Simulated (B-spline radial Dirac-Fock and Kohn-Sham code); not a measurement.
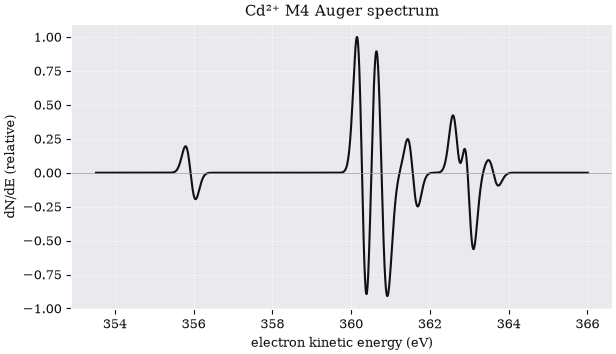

The Auger multiplet of an M4 hole with both final holes in N45, broadened by 0.30 eV full width and differentiated. Kinetic energies count from the vacuum level; very weak lines are left out. Lines are named by their largest jj component, which in light atoms can differ from the customary names. It refers to cadmium in charge state +2 (Cd²⁺), configuration [Kr] 4d10, inside a Watson sphere of charge −2 and radius 2.4 Å that stands in for a crystal. Computed with a B-spline radial atomic code: Dirac–Fock ΔSCF energies in intermediate coupling of the two holes, Coulomb rates, valence shells as spectators.

Which line is strongest?

M4-N4N5 J=4 at 360.3 eV, 27 % of the multiplet.

How wide is the M4 level from this decay?

0.189 eV from this multiplet.
